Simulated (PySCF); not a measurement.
**C3H7FOSi2: density, localisation and related maps**

```xyz
14

C    -1.0499   -1.4595   -1.0457
C    -0.4585   -0.3205   -0.2907
C    -1.0467    0.3989    0.6767
F    -2.3124    0.1721    1.1165
Si    0.1940    1.7279    1.2508
Si    1.2556    0.5166   -0.4341
O     2.5483   -0.4328   -0.1301
H    -1.1031   -1.2127   -2.1062
H    -2.0512   -1.6953   -0.6875
H    -0.4198   -2.3440   -0.9466
H     0.5145    1.6088    2.6814
H    -0.2988    3.0916    1.0398
H     1.6271    0.9583   -1.7731
H     2.6002   -1.0100    0.6267
```

Geometry: GFN2-xTB.

These are results of wB97X-D/def2-SVPD, SCF density, gas phase (PySCF), not measurements.

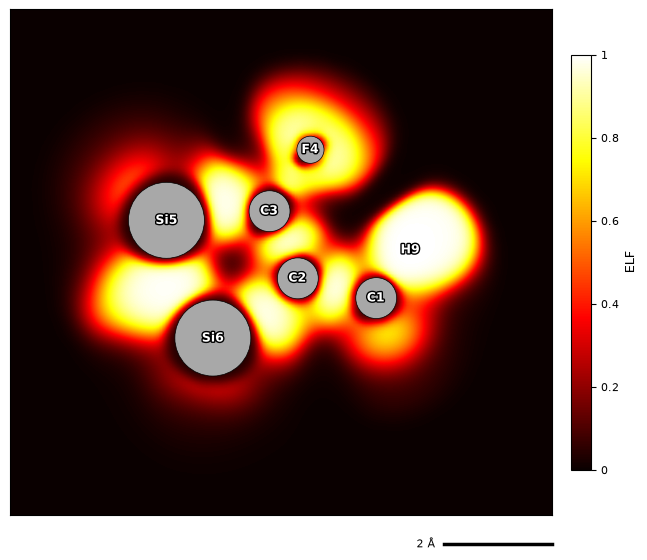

Figure 1. Electron localisation function on the plane of atoms C1, C2 and C3. Grey discs cover the atomic cores.

### What does the map show?

- The plane passes through C, F, Si and H nuclei.
- C–C (1.34 Å): the ELF peaks at about 0.90 between the atoms (a short, multiple covalent bond).
- C–F (1.36 Å): the ELF peaks at about 0.85 between the atoms; a polar covalent bond.
- C–Si (1.91 Å): the ELF peaks at about 0.95 between the atoms; a shared electron pair.
- Si–Si (2.33 Å): the ELF peaks at about 0.95 between the atoms (a covalent bond).
- C–C (1.49 Å): the ELF peaks at about 0.95 between the atoms (a covalent bond).
- The ELF also peaks beside F4, away from the bonds: lone-pair regions.

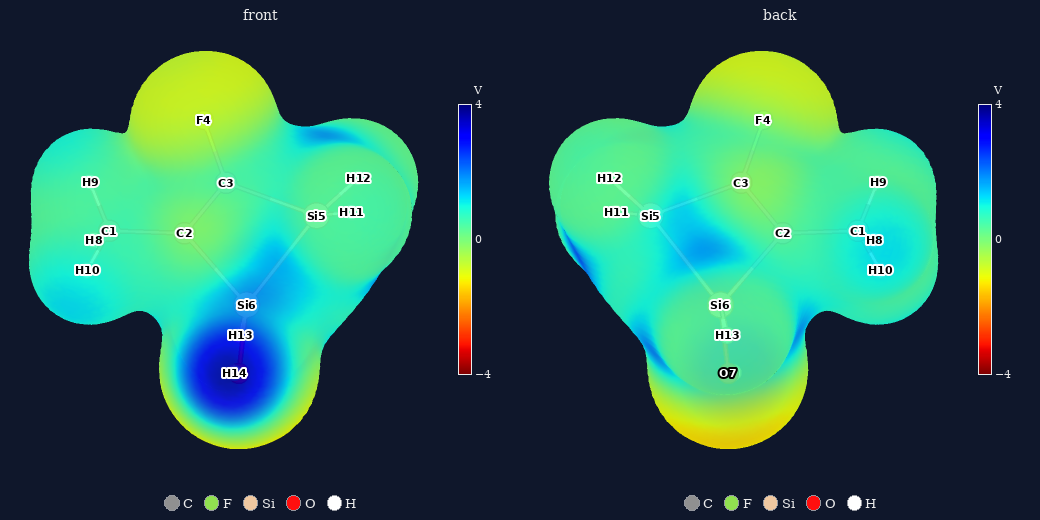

Figure 2. The electrostatic potential painted on the density surface at 0.004 e/bohr³, seen from the front and from behind; the colour scale runs from red (negative) to blue (positive).

### Describe the electrostatic potential map.

The most negative region (about −1.4 V) lies over O7, the most positive (about +3.5 V) over H14. O7 is the likeliest acceptor of a hydrogen bond.

### How polar is the molecule by this calculation?

Its dipole moment is 1.08 D.
